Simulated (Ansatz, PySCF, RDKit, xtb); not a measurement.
**Al2H4O: from the formula to a structure**

Only the formula Al2H4O is given. Aim: find the structure of lowest free energy at 298.15 K, then its properties.

Plan: many cheap relaxations first (GFN2-xTB), then density-functional screening, relaxation at r2SCAN-D4/def2-TZVP, vibrations and a final energy. The numbers are computed, not measured.

4 further runs of the same task are left out: 4 set aside as unsound or not needed.

## 1. Possible bonding patterns

A program enumerates the bonding patterns with one Lewis structure each (two rings at most, one unusual centre or charged pair), with their diastereomers. O–O, O–halogen and N–halogen bonds and N–N–N chains are not drawn. That gives 5 candidates.

| label | SMILES | spin |
| --- | --- | --- |
| c321 | [OH+]1[AlH][AlH2-]1 | singlet |
| c806 | [OH][AlH2-][AlH+] | singlet |
| c850 | [OH][AlH][AlH2] | singlet |
| c862 | [AlH2][O][AlH2] | singlet |
| c910 | [OH][Al+][AlH3-] | singlet |

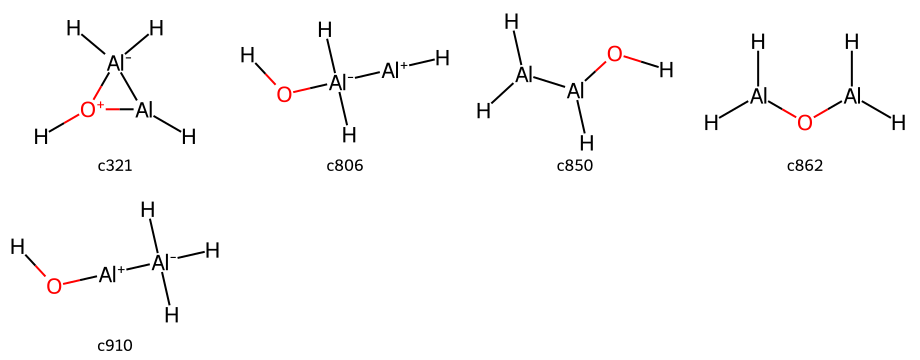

Structural formulas of the candidates.

Candidates are built by distance geometry, with a force field where one applies, in up to four conformers (letters a to d). 10 starts with atoms placed at random are added, to find patterns that the rules miss.

**Question.** With final energies at CCSD(T)/def2-TZVP, which structure will this search put lowest in free energy, and by what margin?

| quantity | value |
| --- | --- |
| lowest structure found | [AlH2][O][AlH2], singlet, D2d |
| next finalist | [H]1[Al][OH][AlH2]1 ‡, singlet, 24.6 kcal/mol higher in G |
| share at equilibrium, among the finalists | 100.0 % |
| harmonic wavenumbers, lowest and highest (r2SCAN-D4/def2-TZVP) | 91 and 1940 cm⁻¹ |
| rotational constants, same geometry | 2.16, 0.09323, 0.09323 cm⁻¹ |
| dipole moment (PBE0/def2-TZVPD) | 0.00 D |
| HOMO energy (PBE0/def2-TZVPD) | -8.21 eV |
| LUMO energy (PBE0/def2-TZVPD) | -1.02 eV |
| HOMO–LUMO gap (PBE0/def2-TZVPD) | 7.19 eV |
| lowest excitation (TD-CAM-B3LYP/def2-SVPD) | 5.73 eV (f = 0.000) |
| strongest of the states computed, same level | 7.04 eV (f = 0.127) |
| lowest triplet excitation, same level, Tamm-Dancoff | 5.28 eV |
| vertical ionisation energy | 10.10 eV |
| vertical electron affinity | -0.26 eV (unbound: the value depends on the basis) |
| vertical triplet less singlet | +5.22 eV |

The lowest structure found is `[AlH2][O][AlH2]`. The margin of 24.6 kcal/mol over the next finalist is beyond the usual error of the last level; it says nothing of structures that weren't ranked. r2SCAN-D4/def2-TZVP, HF/def2-TZVP and MP2/def2-TZVP already put its bonding pattern lowest among the structures in one piece. The search is not exhaustive (a finite list of starts, one conformer a finalist), so a lower isomer can't be ruled out. Patterns outside the rules of the enumeration were met only by chance. The lowest isomer need not be the one that is made and kept in a bottle, which depends on barriers.

‡ marks the bonded skeleton alone, with all bonds drawn single: no Lewis structure was assigned that passes a check against the bond lengths.
